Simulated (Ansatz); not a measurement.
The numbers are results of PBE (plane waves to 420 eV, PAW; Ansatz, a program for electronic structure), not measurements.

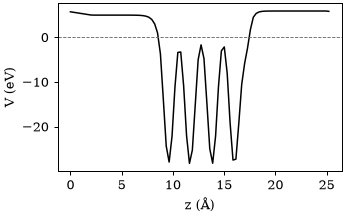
Planar average of the electrostatic potential across the slab, in eV from the Fermi level, for N on the 1x1 (0001) surface of hcp Ru, one in a 2x1 cell, started at the site 'hollow Ru-Ru-Ru over Ru at depth 2.1 Å'

Model: 9-atom slab, 6.3 Å thick at the start under the adsorbate (thin: gaps and levels are the slab's own), 6x12x1 mesh, Fermi-Dirac 0.1 eV, dipole correction, 4 atoms held, the rest relaxed; symmetry of the start imposed; no spin, no spin-orbit, no U, no dispersion correction. At the end it is bonded to 3 Ru. In PBE it is, or lies within 0.03 eV of, the lowest of the starts that converged.

The vacuum level lies 5.88 eV above the Fermi level over the top face and 4.96 eV above it under the bottom face.
